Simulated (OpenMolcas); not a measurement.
# Multiconfigurational calculation, with input and output: Ta⁴⁺ complex

- system: Ta⁴⁺ with 6 ligands (H2O; octahedron, 1.99 Å), with no charges around it.
- method: state-averaged CASSCF, active space 1 electron in the shell 5d, basis ANO-RCC-VDZP on the metal and ANO-RCC-VDZP on the ligands, DKH2 scalar Hamiltonian, spin-orbit coupling by RASSI with atomic mean-field integrals (OpenMolcas)

## Results in brief

- outcome: converged
- energy of the lowest spin-free term: −16044.95194 hartree
- energy of the lowest spin-orbit level: −16044.95821 hartree
- largest spread among components of a term: 0.0 cm⁻¹
- hardware: 1 thread of Arm Neoverse V1, 24 GiB of memory available, shared host
- wall time: 33 s
- peak memory: 0.6 GiB

## Remarks

To bear in mind: covalent bonds, ligand orbitals missing from the active space; distances are set from ionic radii, not optimised.

## The input
```
&GATEWAY
Coord
19

Ta 0.0 0.0 0.0
O 1.990000 0.000000 0.000000
H 2.566978 0.779741 0.000000
H 2.566978 -0.779741 0.000000
O 0.000000 1.990000 0.000000
H 0.000000 2.566978 0.779741
H 0.000000 2.566978 -0.779741
O -1.990000 0.000000 0.000000
H -2.566978 0.779741 0.000000
H -2.566978 -0.779741 0.000000
O 0.000000 -1.990000 0.000000
H 0.000000 -2.566978 0.779741
H 0.000000 -2.566978 -0.779741
O 0.000000 0.000000 1.990000
H 0.779741 0.000000 2.566978
H -0.779741 0.000000 2.566978
O 0.000000 0.000000 -1.990000
H 0.779741 0.000000 -2.566978
H -0.779741 0.000000 -2.566978
Basis=Ta.ANO-RCC-VDZP,H.ANO-RCC-VDZP,O.ANO-RCC-VDZP
Group=XYZ
NoMove
AngMom=0.0 0.0 0.0
AMFI
RICD
&SEWARD
&RASSCF
FileOrb=start.orb
Symmetry=1
Spin=2
nActEl=1 0 0
Inactive=30 34
Ras2=5 0
CIRoot=5 5 1
SDav=5
CIMx=300
Iter=150 100
PrWF=0.3
OrbListing=Nothing
MaxOrb=0
LevShft=1.0
>>> COPY $Project.JobIph JOB001
&RASSI
NrOfJobIphs=1 5
1 2 3 4 5
IphNames
JOB001
EJob
SpinOrbit
DIPRint=1.0
SOCoupling=1000.0
Subsets=2
Property=9
'ANGMOM' 1 'ANGMOM' 2 'ANGMOM' 3 'MLTPL  1' 1 'MLTPL  1' 2 'MLTPL  1' 3
'AMFI' 1 'AMFI' 2 'AMFI' 3
SOProperty=3
'ANGMOM' 1 'ANGMOM' 2 'ANGMOM' 3
```

The file start.orb holds starting orbitals from an earlier step. A driver script formed the levels outside the program, from RASSI's spin-orbit matrix and the active-space energies, averaged over the components of each term or state.

Launched with:
```bash
OMP_NUM_THREADS=1 MOLCAS_MEM=2457 MOLCAS_PROJECT=a pymolcas a.inp > a.log  # once for each step of the input, in one work folder
```

## Log (extracts)
```
--- SEWARD ---
Basis set label: TA.ANO-RCC...7S6P4D2F1G.

      Electronic valence basis set:
      ------------------
      Associated Effective Charge  73.000000 au
      Associated Actual Charge     73.000000 au
      Nuclear Model: Point charge

      Shell  nPrim  nBasis  Cartesian Spherical Contaminant
         s      24       7        X
         p      21       6        X
         d      15       4                 X
         f      11       2                 X
         g       4       1                 X
                  Relativistic Douglas-Kroll-Hess integrals:
                    - DKH order of Hamiltonian: 2
                    - DKH order of Properties : 0
                  Atomic mean-field integrals
--- RASSCF ---
Wave function specifications:
      -----------------------------

      Number of closed shell electrons         128
      Number of electrons in active shells       1
      Max number of holes in RAS1 space          0
      Max nr of electrons in RAS3 space          0
      Number of inactive orbitals               64
      Number of active orbitals                  5
      Number of secondary orbitals             143
      Spin quantum number                      0.5
      State symmetry                             1
Orbital specifications:
      -----------------------

      Symmetry species                           1   2
                                                ag  au
      Frozen orbitals                            0   0
      Inactive orbitals                         30  34
      Active orbitals                            5   0
      RAS1 orbitals                              0   0
      RAS2 orbitals                              5   0
      RAS3 orbitals                              0   0
      Secondary orbitals                        73  70
      Deleted orbitals                           0   0
      Number of basis functions                108 104
      Number of CSFs                             5
      Number of root(s) required                 5
      Iter CI   SX   CI       RASSCF       Energy    max ROT     max BLB   max BLB  Level Ln srch  Step   QN
          iter iter root      energy       change     param      element    value   shift minimum  type update
 Nr of preliminary CI iterations:   1
      Total energies have been shifted. Add               -16000.00 au
        1   1   11    0   -44.34477018    0.00E+00   1.21E-01*  26  33 1  3.60E-01*  0.65   0.00    SX    NO
        2   1   11    0   -44.76134480   -4.17E-01* -6.41E-02   27  35 1 -2.02E-01*  0.76   0.00    SX    NO
        3   1   11    0   -44.84178873   -8.04E-02*  3.14E-02   27  35 1 -1.01E-01*  0.79   0.00    SX    NO
        4   1   10    0   -44.86198124   -2.02E-02*  1.29E-02   13  38 2 -5.15E-02*  0.81   0.00    SX    NO
        5   1   10    0   -44.86820242   -6.22E-03*  1.40E-02   13  38 2  4.04E-02*  0.81   1.05    QN   YES
        6   1    9    0   -44.87166642   -3.46E-03*  7.32E-03   11  36 2  1.24E-02*  0.81   1.38    QN   YES
        7   1    9    0   -44.87213730   -4.71E-04*  3.12E-03   26  33 1 -4.82E-03*  0.81   1.25    QN   YES
        8   1    8    0   -44.87222984   -9.25E-05*  2.23E-03   27  35 1  3.68E-03*  0.81   1.72    LS   YES
        9   1    9    0   -44.87224994   -2.01E-05* -1.25E-03   11  36 2 -2.97E-03*  0.81   1.03    QN   YES
       10   1    8    0   -44.87227108   -2.11E-05* -7.65E-04   11  36 2 -1.01E-03*  0.81   1.61    LS   YES
       11   1    7    0   -44.87227471   -3.63E-06*  2.90E-04   22  51 1 -3.03E-04*  0.81   1.00    QN   YES
       12   1    7    0   -44.87227564   -9.23E-07*  1.99E-04   22  45 1  1.24E-04*  0.81   1.69    LS   YES
       13   1    6    0   -44.87227582   -1.82E-07* -4.85E-05   17  42 2 -6.45E-05   0.81   1.00    QN   YES
       14   1    6    0   -44.87227584   -2.62E-08* -3.58E-05   22  52 1 -1.94E-05   0.81   1.69    QN   YES
       15   1    5    0   -44.87227585   -6.72E-09   1.34E-05   27  35 1 -8.58E-06   0.81   1.12    QN   YES
      Convergence after 15 iterations
       16   1    5    0   -44.87227585   -6.49E-10   1.34E-05   27  35 1 -4.82E-06   0.81   1.12    QN   YES
      Natural orbitals and occupation numbers for root  1
      sym 1:  -0.000000   1.000000   0.000000   0.000000   0.000000
      Natural orbitals and occupation numbers for root  2
      sym 1:   0.000000  -0.000000  -0.000000   1.000000  -0.000000
      Natural orbitals and occupation numbers for root  3
      sym 1:   1.000000   0.000000  -0.000000  -0.000000   0.000000
::    RASSCF root number  1 Total energy: -16044.95193511
::    RASSCF root number  2 Total energy: -16044.95193511
::    RASSCF root number  3 Total energy: -16044.95193511
::    RASSCF root number  4 Total energy: -16044.75278696
::    RASSCF root number  5 Total energy: -16044.75278696
--- RASSI ---
SPIN-FREE ENERGIES:
  (Shifted by EMIN (a.u.) =     -16044.9519351144)

 SF State       Relative EMIN(au)   Rel lowest level(eV)    D:o, cm**(-1)

     1             0.0000000000        0.0000000000              0.0000
     2             0.0000000000        0.0000000000              0.0000
     3             0.0000000000        0.0000000000              0.0000
     4             0.1991481579        5.4190974447          43707.9685
     5             0.1991481579        5.4190974447          43707.9685
     Dipole printing threshold changed to   1.00000000E+00
Eigenvalues of complex Hamiltonian:
   -----------------------------------
  (Shifted by EMIN (a.u.) =     -16044.9519351144)

 SO State       Relative EMIN(au)   Rel lowest level(eV)    D:o, cm**(-1)

     1            -0.0062742210        0.0000000000              0.0000
     2            -0.0062742210        0.0000000000              0.0000
     3            -0.0062742210        0.0000000000              0.0000
     4            -0.0062742210        0.0000000000              0.0000
     5             0.0105479674        0.4577550657           3692.0436
     6             0.0105479674        0.4577550657           3692.0436
     7             0.2001483953        5.6170455417          45304.5276
     8             0.2001483953        5.6170455417          45304.5276
     9             0.2001483953        5.6170455417          45304.5276
    10             0.2001483953        5.6170455417          45304.5276
Weights of the five most important spin-orbit-free states for each spin-orbit state.

 SO State  Total energy (au)           Spin-free states, spin, and weights
 -------------------------------------------------------------------------------------------------------
    1        -0.006274       3 0.5  0.6510    1 0.5  0.2227    2 0.5  0.1214    5 0.5  0.0034    4 0.5  0.0014
    2        -0.006274       3 0.5  0.6634    2 0.5  0.1672    1 0.5  0.1645    5 0.5  0.0039    4 0.5  0.0009
    3        -0.006274       2 0.5  0.5130    1 0.5  0.4801    4 0.5  0.0038    3 0.5  0.0021    5 0.5  0.0011
    4        -0.006274       2 0.5  0.5253    1 0.5  0.4595    3 0.5  0.0104    4 0.5  0.0036    5 0.5  0.0013
    5         0.010548       3 0.5  0.3333    2 0.5  0.3333    1 0.5  0.3333    5 0.5  0.0000    4 0.5  0.0000
    6         0.010548       1 0.5  0.3333    2 0.5  0.3333    3 0.5  0.3333    5 0.5  0.0000    4 0.5  0.0000
    7         0.200148       5 0.5  0.9952    3 0.5  0.0026    2 0.5  0.0022    1 0.5  0.0001    4 0.5  0.0000
    8         0.200148       5 0.5  0.9952    3 0.5  0.0026    2 0.5  0.0022    1 0.5  0.0001    4 0.5  0.0000
    9         0.200148       4 0.5  0.9952    1 0.5  0.0032    2 0.5  0.0010    3 0.5  0.0006    5 0.5  0.0000
   10         0.200148       4 0.5  0.9952    1 0.5  0.0032    2 0.5  0.0010    3 0.5  0.0006    5 0.5  0.0000
 -------------------------------------------------------------------------------------------------------
```

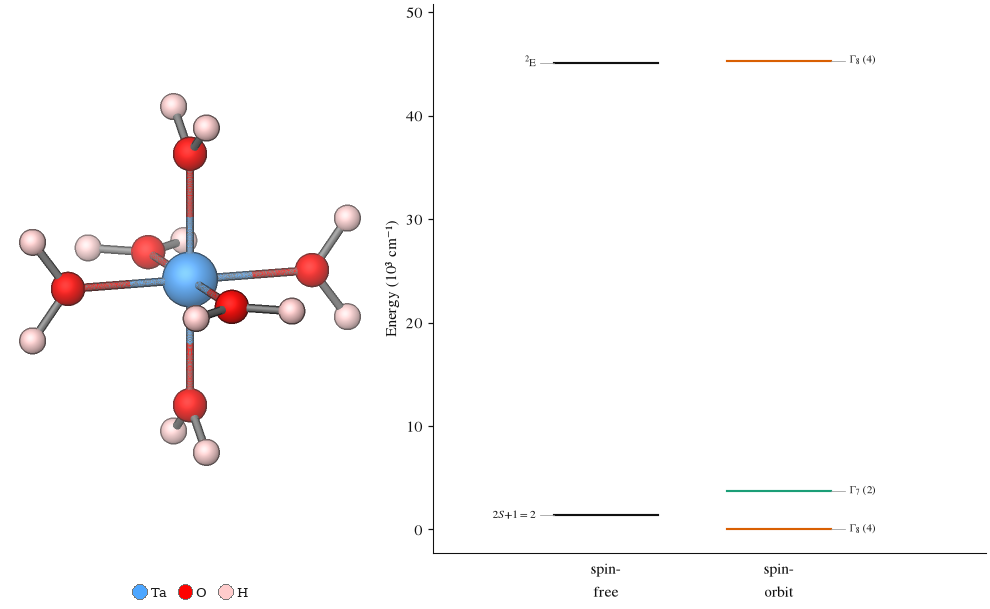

*Ta⁴⁺ (5d) with 6 ligands, H₂O, at 1.99 Å (arrangement: octahedron, Th), and its levels. Labels give the representation in O, Td, D4 or D3 as the site allows (double group for half-integer spin) where it could be assigned and, in brackets, the degeneracy; spin-free states, where drawn, share the zero of the spin-orbit levels.*

The ground level is Γ₈, 4-fold degenerate, 100 % from states of spin multiplicity 2. The next level lies at 3,690 cm⁻¹ (Γ₇). A ligand-field fit to the spin-free states gives |10Dq| = 43,700 cm⁻¹. The active orbitals hold 72 to 85 % metal character (Löwdin), and the Mulliken charge of the metal is +2.97.
